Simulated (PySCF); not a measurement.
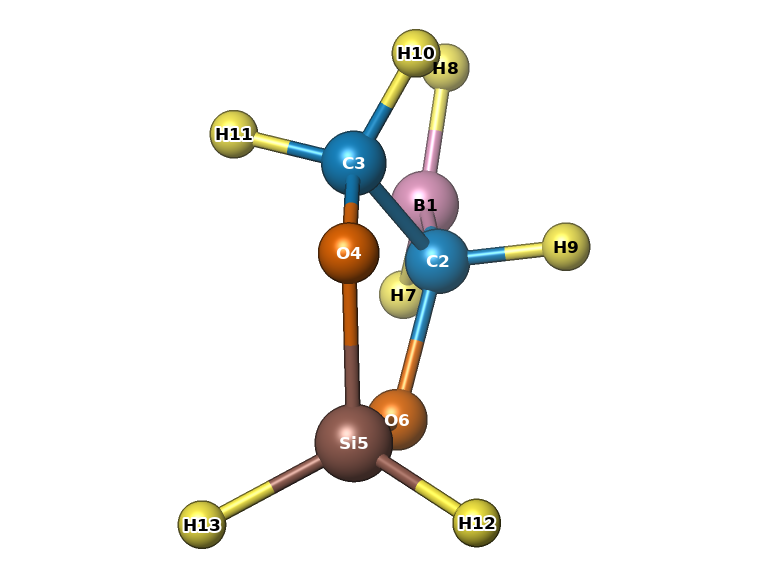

O6 lies behind Si5. The molecule seen a little off the Si5–O6 bond, Si5 in front. Distant atoms are faded towards the background colour. The geometry was computed by an optimisation with PBE0-D3(BJ)/def2-SVP. No frequency run is at hand to confirm it as a minimum.

**What is the torsion angle O4–Si5–O6–C2? The sign is positive where the front bond must turn clockwise to cover the back bond.**

11°, synperiplanar (eclipsed).
